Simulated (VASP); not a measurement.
Given:

```yaml
crystal:
  lattice:
    - [0.00000, 2.74043, 2.74043]
    - [2.74043, 0.00000, 2.74043]
    - [2.74043, 2.74043, 0.00000]
  atoms:
    - { symbol: Rh, position: [0.00000, 0.00000, 0.00000] }
    - { symbol: Al, position: [0.25000, 0.25000, 0.25000] }
```

Level of theory: PBE GGA, VASP's PBE PAW potentials (set 64) (plane waves; VASP). Run with 400 eV cut-off, 13×13×13 Γ-centred mesh, tetrahedra with Blöchl corrections, potentials Rh_pv Al.

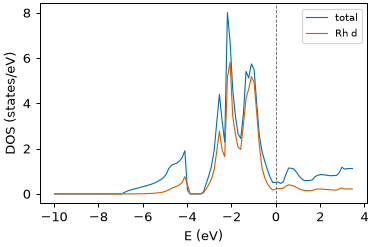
Figure: Total and projected density of states, zero at the Fermi level

Within 2 eV below the Fermi level the largest weight inside VASP's projection spheres is Rh d.

It has no gap at this level: it comes out as a metal or semimetal.

The structure was generated: RhAl was put into the zinc blende type (F-43m), which need not be its known phase. It was relaxed first, which changed the volume by -27 %.
